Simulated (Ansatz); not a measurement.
**Run report: CCl2GaNO, geometry relaxation (part 2 of 2)**

The same run, continued: CCl2GaNO; RKS PBE-D4/def2-SVP (Ansatz 0.2.0). The geometry: force-field start.

Geometry of the input (Å):
```
O  -1.1219  1.0036  0.7610
C  -0.3322  0.4123  1.3975
N  0.5025  -0.2331  2.0505
Ga 0.8517  -0.7412  -0.1942
Cl -1.0114  -1.5707  -1.9080
Cl 1.1534  1.0651  -2.1528
```

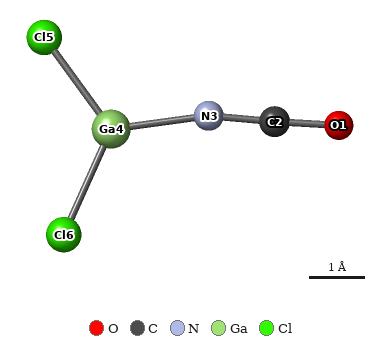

Fig. 1: The geometry at step 15 of the log (ball-and-stick view, seen at a tilt; atoms are numbered from 1 in the order of the input).

Trajectory as extended XYZ, continued:
```
6
Properties=species:S:1:pos:R:3:forces:R:3 step=5 energy=-81959.67261
O    -1.3177    1.2117    1.1894    0.3385  -0.2266   0.4943
C    -0.4036    0.4574    1.2929   -0.5457   0.4771   0.4218
N     0.5536   -0.3403    1.3585   -0.3740   0.2635  -0.6030
Ga    0.5149   -0.4872   -0.5464    0.4222  -0.3800  -0.2121
Cl   -0.7863   -1.8327   -1.5436   -0.1410  -0.3356  -0.0225
Cl    1.4811    0.9271   -1.7968    0.2999   0.2015  -0.0785
6
Properties=species:S:1:pos:R:3:forces:R:3 step=6 energy=-81959.88438
O    -1.3493    1.2580    1.3814    0.6027  -0.4699   0.3316
C    -0.4411    0.4911    1.3248   -0.5321   0.4727   0.3618
N     0.5091   -0.3144    1.2527   -0.5558   0.4478  -0.2122
Ga    0.4842   -0.4689   -0.6185    0.4173  -0.3823  -0.3378
Cl   -0.7399   -1.9274   -1.5630   -0.0875  -0.1826  -0.0567
Cl    1.5792    0.8976   -1.8233    0.1554   0.1144  -0.0866
6
Properties=species:S:1:pos:R:3:forces:R:3 step=7 energy=-81960.04636
O    -1.3785    1.3016    1.5711    1.1586  -0.9687   0.0420
C    -0.4861    0.5322    1.3669   -0.3758   0.3271   0.1344
N     0.4513   -0.2754    1.1653   -1.0398   0.8550  -0.1887
Ga    0.5073   -0.4962   -0.7029    0.1428  -0.1135   0.0725
Cl   -0.7139   -2.0111   -1.5894    0.0953  -0.0043  -0.0334
Cl    1.6620    0.8849   -1.8570    0.0190  -0.0956  -0.0268
6
Properties=species:S:1:pos:R:3:forces:R:3 step=8 energy=-81960.18263
O    -1.3809    1.3218    1.7700    0.1915  -0.1447   0.1718
C    -0.5343    0.5771    1.4218    0.4297  -0.3772  -0.1744
N     0.3694   -0.2148    1.0881   -0.8203   0.6978   0.1012
Ga    0.4900   -0.4853   -0.7435    0.1409  -0.1313  -0.1542
Cl   -0.6293   -2.0670   -1.6571    0.0811   0.0401   0.0219
Cl    1.7272    0.8042   -1.9253   -0.0229  -0.0849   0.0338
6
Properties=species:S:1:pos:R:3:forces:R:3 step=9 energy=-81960.27309
O    -1.3729    1.3388    1.9692    0.5205  -0.4570  -0.1736
C    -0.5780    0.6184    1.4626   -0.3907   0.3532   0.2212
N     0.2660   -0.1414    0.9886   -0.1868   0.1434  -0.0995
Ga    0.5095   -0.5094   -0.8041   -0.0515   0.0467   0.0036
Cl   -0.5708   -2.1269   -1.6979    0.1078   0.0219   0.0196
Cl    1.7882    0.7565   -1.9643    0.0007  -0.1083   0.0286
6
Properties=species:S:1:pos:R:3:forces:R:3 step=10 energy=-81960.33129
O    -1.3349    1.3339    2.1655    0.0719  -0.0651   0.0099
C    -0.6256    0.6607    1.5056    0.2681  -0.2406  -0.2096
N     0.1434   -0.0636    0.8769   -0.3776   0.3531   0.2132
Ga    0.4794   -0.4883   -0.8694   -0.0114   0.0008   0.0251
Cl   -0.4821   -2.1906   -1.7267    0.0277  -0.0246  -0.0253
Cl    1.8619    0.6839   -1.9979    0.0213  -0.0236  -0.0134
6
Properties=species:S:1:pos:R:3:forces:R:3 step=11 energy=-81960.35488
O    -1.2870    1.3229    2.3291    0.2384  -0.1913  -0.1018
C    -0.6539    0.6957    1.5520    0.0772  -0.1559  -0.3665
N     0.0060    0.0285    0.7653   -0.3763   0.4013   0.5918
Ga    0.4591   -0.4832   -0.9079    0.0671  -0.0947  -0.2412
Cl   -0.3993   -2.2488   -1.7637    0.0411   0.0781   0.0603
Cl    1.9171    0.6209   -2.0208   -0.0475  -0.0376   0.0573
6
Properties=species:S:1:pos:R:3:forces:R:3 step=12 energy=-81960.37255
O    -1.2033    1.2886    2.4462    0.0215  -0.0237  -0.0163
C    -0.6838    0.7181    1.5522    0.0228  -0.0121  -0.0291
N    -0.1382    0.1106    0.6538   -0.0174   0.0165  -0.0345
Ga    0.4531   -0.4847   -0.9504   -0.0467   0.0325   0.0888
Cl   -0.3485   -2.2943   -1.7469    0.0125  -0.0074  -0.0075
Cl    1.9628    0.5977   -2.0008    0.0074  -0.0057  -0.0014
6
Properties=species:S:1:pos:R:3:forces:R:3 step=13 energy=-81960.37639
O    -1.1243    1.3013    2.4872    0.0141  -0.0060  -0.0085
C    -0.6878    0.7306    1.5502   -0.0211   0.0225   0.0396
N    -0.2477    0.1193    0.6003   -0.0011  -0.0111  -0.0265
Ga    0.4323   -0.4900   -0.9558    0.0009  -0.0043  -0.0030
Cl   -0.2981   -2.3235   -1.7646    0.0007  -0.0065  -0.0012
Cl    1.9677    0.5983   -1.9634    0.0064   0.0053  -0.0005
6
Properties=species:S:1:pos:R:3:forces:R:3 step=14 energy=-81960.32055 accepted=F
O    -1.0482    1.2860    2.5750    0.5165  -0.9134  -1.7849
C    -0.7120    0.7477    1.5534    0.1927  -0.1646  -0.1587
N    -0.3766    0.1691    0.5117   -0.5648   0.9662   1.7028
Ga    0.4322   -0.4933   -0.9768   -0.1532   0.1023   0.2177
Cl   -0.2520   -2.3556   -1.7603    0.0095   0.0036   0.0037
Cl    1.9988    0.5821   -1.9491   -0.0006   0.0059   0.0194
6
Properties=species:S:1:pos:R:3:forces:R:3 step=15 energy=-81960.37790
O    -1.0618    1.3222    2.4972    0.0047  -0.0005  -0.0019
C    -0.6871    0.7357    1.5436    0.0099  -0.0063  -0.0165
N    -0.3238    0.1038    0.5736   -0.0110   0.0040   0.0088
Ga    0.4198   -0.4983   -0.9582   -0.0081   0.0065   0.0126
Cl   -0.2703   -2.3428   -1.7774    0.0100   0.0041  -0.0050
Cl    1.9652    0.6153   -1.9247   -0.0055  -0.0079   0.0021
6
Properties=species:S:1:pos:R:3:forces:R:3 step=16 energy=-81960.37784 accepted=F
O    -1.0123    1.3445    2.5083    0.0501  -0.0935  -0.1538
C    -0.6868    0.7441    1.5433    0.0167  -0.0209  -0.0363
N    -0.3825    0.0953    0.5608   -0.0673   0.0832   0.1542
Ga    0.3982   -0.5047   -0.9552    0.0214  -0.0046  -0.0019
Cl   -0.2307   -2.3576   -1.8067   -0.0142   0.0244   0.0290
Cl    1.9563    0.6144   -1.8965   -0.0067   0.0113   0.0088
6
Properties=species:S:1:pos:R:3:forces:R:3 step=17 energy=-81960.37840
O    -1.0391    1.3307    2.5003    0.0079  -0.0113  -0.0209
C    -0.6873    0.7377    1.5418    0.0033   0.0137   0.0141
N    -0.3521    0.0979    0.5667   -0.0077  -0.0027   0.0044
Ga    0.4143   -0.5003   -0.9555   -0.0045  -0.0009  -0.0058
Cl   -0.2562   -2.3472   -1.7856    0.0054   0.0027   0.0003
Cl    1.9624    0.6172   -1.9136   -0.0043  -0.0016   0.0079
6
Properties=species:S:1:pos:R:3:forces:R:3 step=18 energy=-81960.37868
O    -0.9941    1.3485    2.4994    0.0388  -0.0679  -0.1095
C    -0.6822    0.7414    1.5348   -0.0009  -0.0036  -0.0167
N    -0.3968    0.0844    0.5526   -0.0600   0.0635   0.1343
Ga    0.3959   -0.5072   -0.9596    0.0296  -0.0058  -0.0013
Cl   -0.2354   -2.3642   -1.7985    0.0040   0.0250   0.0021
Cl    1.9547    0.6330   -1.8747   -0.0115  -0.0111  -0.0089
6
Properties=species:S:1:pos:R:3:forces:R:3 step=19 energy=-81960.37996
O    -0.9641    1.3808    2.4788   -0.0185   0.0236   0.0444
C    -0.6798    0.7395    1.5305    0.0356  -0.0237  -0.0685
N    -0.4270    0.0415    0.5678   -0.0047  -0.0009   0.0088
Ga    0.3931   -0.5127   -0.9480   -0.0057   0.0018   0.0089
Cl   -0.2235   -2.3584   -1.8193    0.0007  -0.0020  -0.0037
Cl    1.9433    0.6452   -1.8558   -0.0074   0.0011   0.0100
6
Properties=species:S:1:pos:R:3:forces:R:3 step=20 energy=-81960.38043
O    -0.9479    1.3972    2.4676    0.0045   0.0040  -0.0022
C    -0.6745    0.7409    1.5259   -0.0036   0.0029   0.0058
N    -0.4391    0.0218    0.5739    0.0044  -0.0111  -0.0134
Ga    0.3872   -0.5188   -0.9447   -0.0053   0.0008   0.0071
Cl   -0.2176   -2.3606   -1.8319    0.0007   0.0008  -0.0006
Cl    1.9341    0.6554   -1.8367   -0.0007   0.0026   0.0032
6
Properties=species:S:1:pos:R:3:forces:R:3 step=21 energy=-81960.38022 accepted=F
O    -0.8952    1.4471    2.4320    0.0565  -0.1503  -0.2035
C    -0.6630    0.7405    1.5132   -0.0138  -0.0348  -0.0134
N    -0.4797   -0.0403    0.5920   -0.0378   0.1804   0.1998
Ga    0.3696   -0.5321   -0.9361   -0.0002  -0.0033   0.0139
Cl   -0.1999   -2.3649   -1.8649    0.0042   0.0133   0.0020
Cl    1.9103    0.6857   -1.7824   -0.0089  -0.0053   0.0012
6
Properties=species:S:1:pos:R:3:forces:R:3 step=22 energy=-81960.38083
O    -0.9225    1.4213    2.4504    0.0144  -0.0297  -0.0471
C    -0.6694    0.7406    1.5198   -0.0027   0.0003   0.0085
N    -0.4587   -0.0075    0.5825   -0.0067   0.0245   0.0308
Ga    0.3800   -0.5264   -0.9391   -0.0059   0.0034   0.0022
Cl   -0.2094   -2.3623   -1.8486    0.0031   0.0035   0.0019
Cl    1.9221    0.6702   -1.8111   -0.0023  -0.0020   0.0037
6
Properties=species:S:1:pos:R:3:forces:R:3 step=23 energy=-81960.38087
O    -0.9011    1.4394    2.4373    0.0163  -0.0497  -0.0609
C    -0.6654    0.7401    1.5160    0.0019  -0.0095  -0.0191
N    -0.4744   -0.0289    0.5896   -0.0184   0.0553   0.0630
Ga    0.3683   -0.5287   -0.9380    0.0114  -0.0070   0.0170
Cl   -0.1988   -2.3647   -1.8611   -0.0051   0.0075   0.0012
Cl    1.9135    0.6788   -1.7897   -0.0061   0.0034  -0.0012
6
Properties=species:S:1:pos:R:3:forces:R:3 step=24 energy=-81960.38094
O    -0.8934    1.4473    2.4278    0.0106  -0.0425  -0.0543
C    -0.6633    0.7394    1.5118    0.0053  -0.0035   0.0003
N    -0.4791   -0.0395    0.5923   -0.0128   0.0412   0.0550
Ga    0.3730   -0.5361   -0.9316   -0.0124   0.0090  -0.0047
Cl   -0.2021   -2.3635   -1.8664    0.0081   0.0038   0.0033
Cl    1.9070    0.6884   -1.7799    0.0013  -0.0079   0.0004
6
Properties=species:S:1:pos:R:3:forces:R:3 step=25 energy=-81960.38103
O    -0.8905    1.4453    2.4286    0.0000   0.0014   0.0045
C    -0.6634    0.7388    1.5118   -0.0039   0.0088   0.0072
N    -0.4836   -0.0384    0.5910   -0.0041   0.0001   0.0057
Ga    0.3690   -0.5317   -0.9324    0.0039  -0.0142  -0.0138
Cl   -0.1977   -2.3630   -1.8642   -0.0005  -0.0020  -0.0021
Cl    1.9082    0.6850   -1.7807    0.0046   0.0060  -0.0016
```

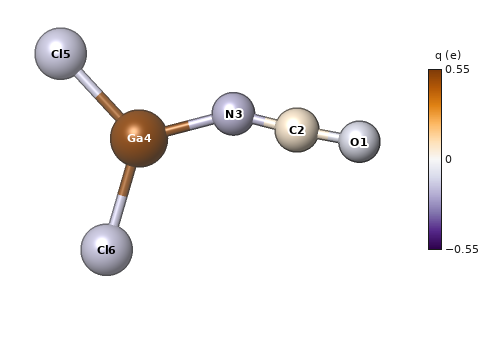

Fig. 2: Mulliken charges, as the colour of each atom (ball-and-stick view, seen at a tilt; atoms are numbered from 1 in the order of the input). By element: O −0.08, C +0.07, N −0.19, Ga +0.53 and Cl −0.16 e.
